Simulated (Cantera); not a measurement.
Input: 1 mol Al, a varied amount of HCl, at 350 °C and 9.80 Pa.

Method: chemical equilibrium by Gibbs-energy minimisation in Cantera with the NASA 1993 tables (ideal gas, pure condensed phases). Candidate condensed phases: Al, AlCl₃; 12 gas species. The tables' values for AlCl₂ are old estimates; treat these amounts as uncertain. Rates play no part.

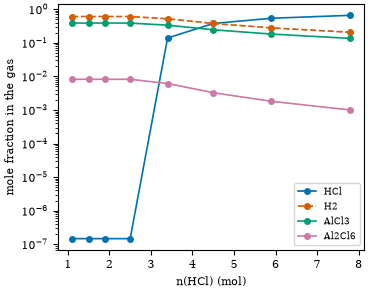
Equilibrium gas composition (values under 1e-9 drawn at 1e-9)

From 1.1 mol HCl to 2.5 mol HCl the condensed part is Al(s). From 3.4 mol HCl to 7.8 mol HCl nothing is condensed. The main Al-bearing gas is AlCl₃ throughout.
